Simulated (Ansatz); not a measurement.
# Calculations on AlIClF

Part 1: Relaxation

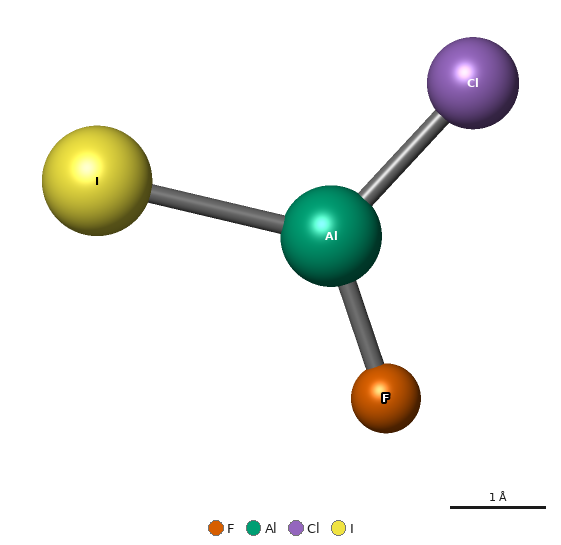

AlIClF (coarse preliminary run), before the relaxation. The picture is a ball-and-stick view, seen face on.

Level of theory: RKS PBE-D4/def2-SVP (Ansatz 0.2.0).

Input file:
```yaml
crystal:
  periodic: [false, false, false]
  atoms:
    - {symbol: F, position_ang: [0.543500, 0.719500, 1.729600]}
    - {symbol: Al, position_ang: [0.070700, -0.008700, 0.144300]}
    - {symbol: Cl, position_ang: [1.057000, -1.865900, -0.494500]}
    - {symbol: I, position_ang: [-1.615600, 1.094800, -1.399700]}
basis:
  gaussian: {orbitals: def2-SVP}
hamiltonian: {xc: pbe, dispersion: d4}
relax: {f_tol: 0.03, max_steps: 250}
```

**What does the optimiser find from here?**

The atom that moves furthest after the best rigid fit is F1 (0.16 Å). By element the largest moves are F 0.16 Å, I 0.11 Å, Cl 0.10 Å, Al 0.03 Å. Near-neighbour distances that change, for instance: F1–Al2 1.807 → 1.669 Å, Al2–Cl3 2.198 → 2.092 Å, Al2–I4 2.539 → 2.450 Å. Among the angles between lasting bonds that change: Cl3–Al2–I4 119.3° → 122.4°, F1–Al2–I4 122.1° → 119.4°. The optimiser took 5 steps.

The structure at the end:

```xyz
4

F     0.4891    0.6650    1.5931
Al    0.0914   -0.0160    0.1224
Cl    1.0387   -1.7980   -0.4284
I    -1.5636    1.0886   -1.3074
```

After the run, drawn alike:

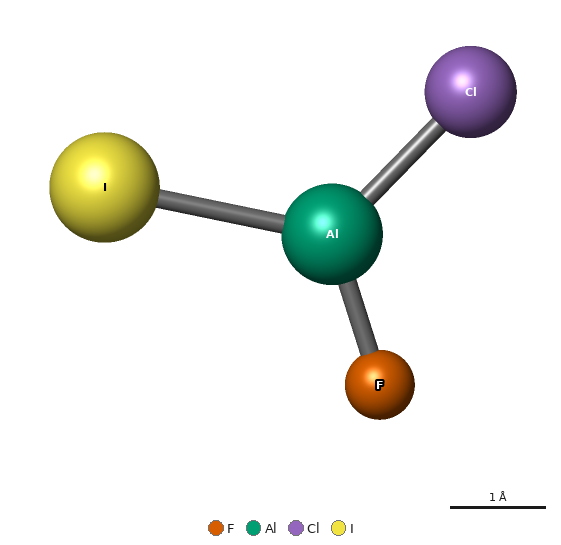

Part 2: Relaxation

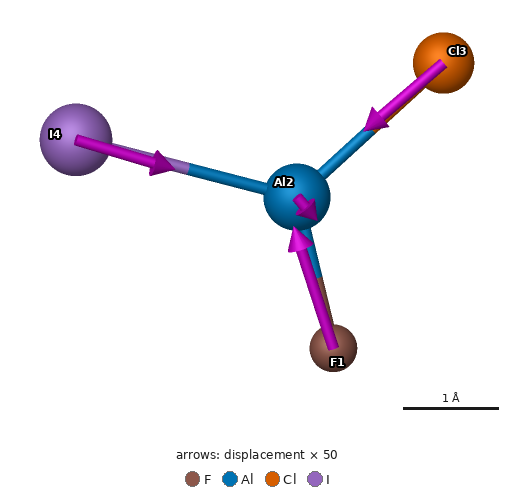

A relaxation of AlIClF. The starting structure is drawn; purple arrows show the displacements, 50 times their true length. The two geometries are superimposed by the best rigid fit.

A ball-and-stick model, seen at a tilt.

All numbers below come from RKS PBE0-D4/def2-TZVP in Ansatz. Set-up: force threshold 0.005 eV/Å; at most 200 steps.

Question: What did the optimiser do to the structure, and how much energy did it gain?

Answer: F1 moves most after the best rigid fit: 0.028 Å. By element the largest moves are F 0.028 Å, I 0.022 Å, Cl 0.022 Å, Al 0.007 Å. Near-neighbour distances that change, for instance: F1–Al2 1.669 → 1.635 Å, Al2–Cl3 2.092 → 2.070 Å, Al2–I4 2.450 → 2.434 Å. Over 3 geometry steps the energy falls by 0.54 kcal/mol. Largest force component: 0.85 eV/Å at the start, 0.0021 eV/Å at the end.

Part 3: Scan

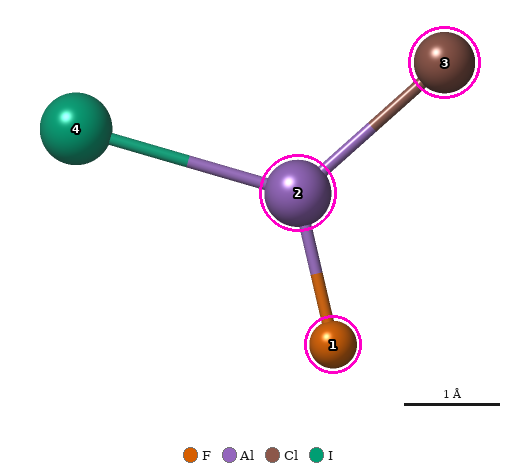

AlIClF: the F1–Al2 distance and the F1–Al2–Cl3 angle are varied on a grid, with the rest of the molecule carried along rigidly. The picture shows the minimum geometry. The ringed atoms are those of the scanned coordinate. The picture is a ball-and-stick view, seen at a tilt.

Computed with Ansatz: r2SCAN-D4, basis def2-TZVPP, on geometries moved rigidly from the minimum at PBE0-D4/def2-TZVP. Elements past krypton carry the basis set's effective core potentials. Energies are counted from the PBE0-D4/def2-TZVP minimum geometry at the same level.

Input
```yaml
crystal:
  periodic: [false, false, false]
  atoms:
    - {symbol: F, position_ang: [0.481638, 0.654756, 1.568530]}
    - {symbol: Al, position_ang: [0.094831, -0.015822, 0.128299]}
    - {symbol: Cl, position_ang: [1.027959, -1.778975, -0.424057]}
    - {symbol: I, position_ang: [-1.548828, 1.079741, -1.293070]}
basis:
  gaussian: {orbitals: def2-TZVPP}
hamiltonian: {xc: r2scan, dispersion: d4}
```

Predict the energy profile on a grid with rows 1.439, 1.579, 1.784, 2.024, 2.289 and columns 94.5, 106.5, 118.5, 130.5, 142.5 (F1–Al2 distance (Å); F1–Al2–Cl3 angle (°)).

Rows: F1–Al2 distance (Å); columns: F1–Al2–Cl3 angle (°); values in kcal/mol.

```
       94.5  106.5  118.5  130.5  142.5
1.439  32.4   23.2   20.4   22.9   31.1
1.579  12.1    3.8    1.3    3.7   11.3
1.784  14.9    7.9    5.9    8.0   14.7
2.024  35.4   29.6   27.9   29.8   35.4
2.289  61.3   56.7   55.3   56.8   61.4
```

In pairs of (F1–Al2 distance (Å); F1–Al2–Cl3 angle (°)): the lowest computed point lies at (1.579, 118.5) (1.3 kcal/mol), the highest at (2.289, 142.5) (61.4 kcal/mol).  Over the ranges scanned the energy rises more along the first axis, the F1–Al2 distance.

As a map, interpolated between the computed points (dots):

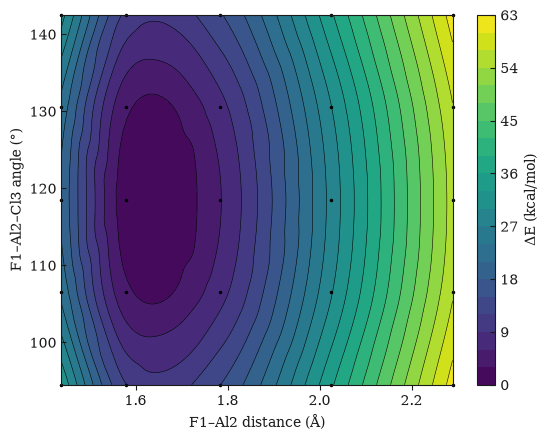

Part 4: Energy map

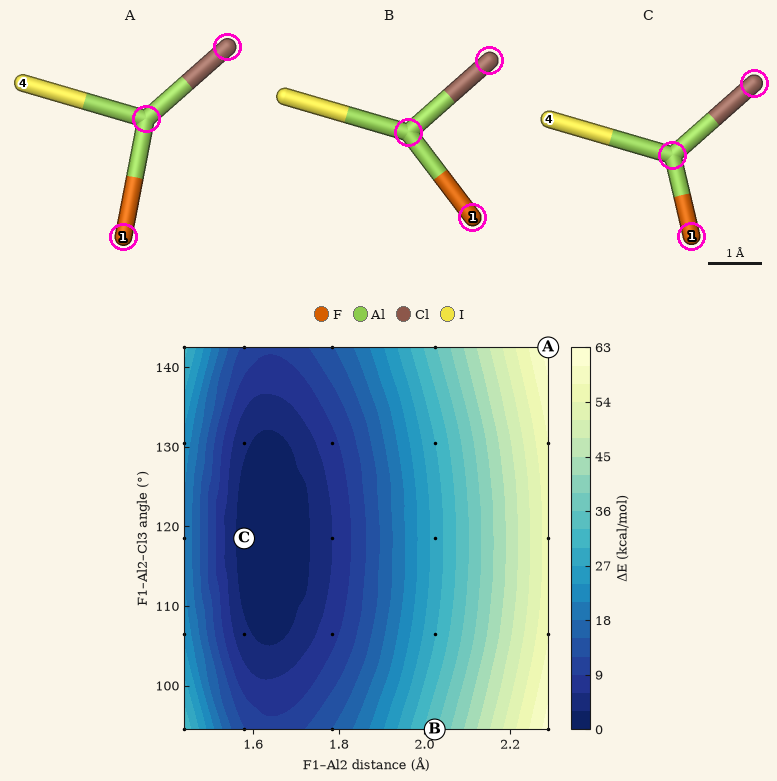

Energy scan for AlIClF, in which the F–Al bond length and the F–Al–Cl angle are varied on a grid, with the rest of the molecule carried along rigidly. The map is interpolated between the computed points (dots). The lettered frames are marked on it. Style: stick. Shown face on. The ringed atoms are those of the scanned coordinates.

Single-point energies from Ansatz with r2SCAN-D4 in the def2-TZVPP basis, on geometries moved rigidly from the minimum at PBE0-D4/def2-TZVP. Elements past krypton carry the basis set's effective core potentials. Energies are counted from the PBE0-D4/def2-TZVP minimum geometry at the same level.

Where is the lowest point of the map, and what else does it tell?

In pairs of (F1–Al2 distance (Å); F1–Al2–Cl3 angle (°)): the lowest computed point lies at (1.579, 118.5) (1.3 kcal/mol), the highest at (2.289, 142.5) (61.4 kcal/mol).  Over the ranges scanned the energy rises more along the first axis, the F–Al bond length. The frames lie at A (2.289, 142.5): 61.4 kcal/mol, B (2.024, 94.5): 35.4 kcal/mol, C (1.579, 118.5): 1.3 kcal/mol.

The computed points:

Rows: F1–Al2 distance (Å); columns: F1–Al2–Cl3 angle (°); values in kcal/mol.

```csv
,94.5,106.5,118.5,130.5,142.5
1.439,32.4,23.2,20.4,22.9,31.1
1.579,12.1,3.8,1.3,3.7,11.3
1.784,14.9,7.9,5.9,8.0,14.7
2.024,35.4,29.6,27.9,29.8,35.4
2.289,61.3,56.7,55.3,56.8,61.4
```
